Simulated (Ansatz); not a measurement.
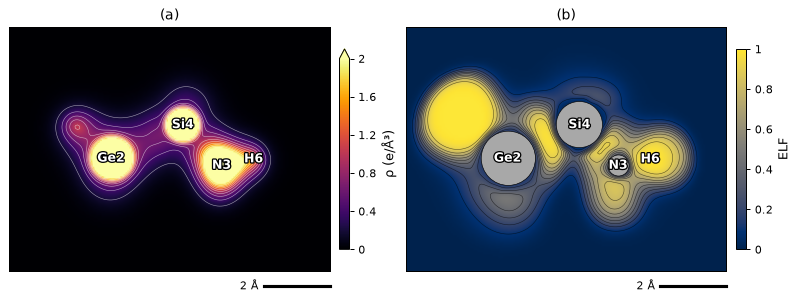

Figure 1: FGeH₆NSi. (a) total electron density; (b) electron localisation function on the plane of atoms Ge2, Si4 and N3. Grey discs cover the atomic cores in the ELF map.

Geometry: B3LYP-D3(BJ)/def2-SVP.

All numbers below come from isolated molecule in a Gaussian basis; Kohn-Sham density functional theory, functional PBE0 (Ansatz).

The calculation's input:

```
basis:
  gaussian: {orbitals: def2-TZVPD}
crystal:
  periodic: [false, false, false]
  atoms:
    - {symbol: F, position_ang: [-0.595777, -0.742535, -0.306759]}
    - {symbol: Ge, position_ang: [-1.809889, -0.620019, 2.706375]}
    - {symbol: N, position_ang: [-2.908585, 0.843342, -0.093461]}
    - {symbol: Si, position_ang: [-1.401592, 0.378219, 0.582161]}
    - {symbol: H, position_ang: [-3.711186, 0.222078, -0.067581]}
    - {symbol: H, position_ang: [-2.963140, 1.485207, -0.879023]}
    - {symbol: H, position_ang: [-0.527040, 1.579407, 0.608906]}
    - {symbol: H, position_ang: [-2.940941, -1.666012, 2.579382]}
    - {symbol: H, position_ang: [-2.261024, 0.439633, 3.734295]}
    - {symbol: H, position_ang: [-0.559740, -1.333209, 3.259791]}
hamiltonian: {xc: pbe0}
output: {forces: true, orbitals: {seedname: orbitals}}
```

Launched as:

```sh
ansatz run input.yaml --threads 2 --pin off --max-ram 4350MiB --events-out events.jsonl --progress --plain --runs-dir runs
```

**Interpret the plot.**

The section cuts through Ge, N, Si and H sites. Si–N (1.72 Å): ρ is about 1.1 e/Å³ halfway; the ELF peaks at about 0.90 between the atoms, as expected for a shared but strongly polarised pair. Si–Ge (2.38 Å): the density is about 0.63 e/Å³ at the midpoint; the ELF peaks at about 1 between the atoms, as expected for a shared electron pair. N–H (1.02 Å): ρ at the midpoint is about 2.8 e/Å³; the ELF climbs to about 1 towards the hydrogen, as it does in any bond to H; a covalent bond by its length.
